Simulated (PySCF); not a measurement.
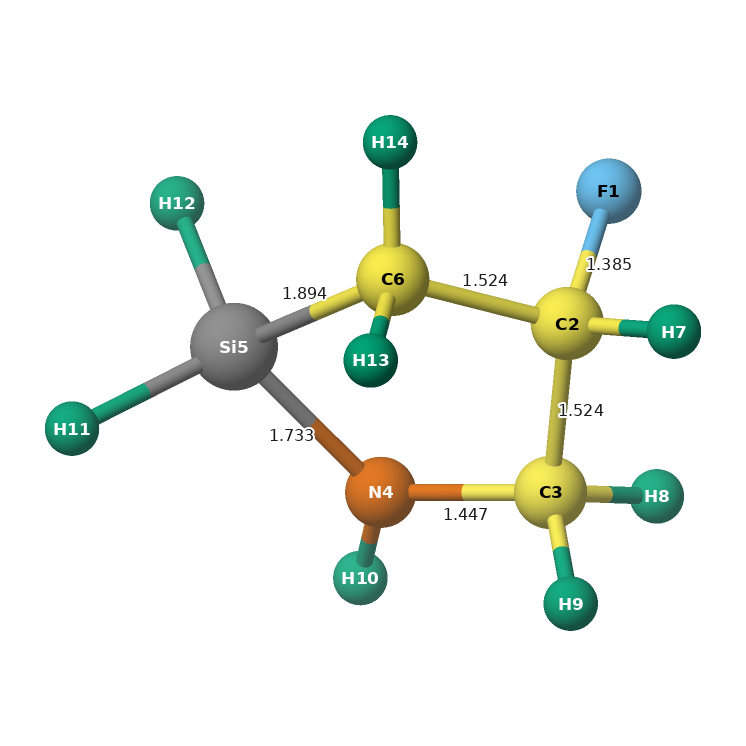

The numbers beside the sticks are distances in Å. Sticks don't show bond order. The geometry was computed by an optimisation with PBE0-D3(BJ)/def2-SVP. No frequency run is at hand to confirm it as a minimum.

**Assign a bond order to each marked bond.**

F1–C2 single; C2–C3 single; C2–C6 single; C3–N4 single; N4–Si5 single; Si5–C6 single.

**Give the structure as SMILES.**

F[C@@H]1CN[SiH2]C1
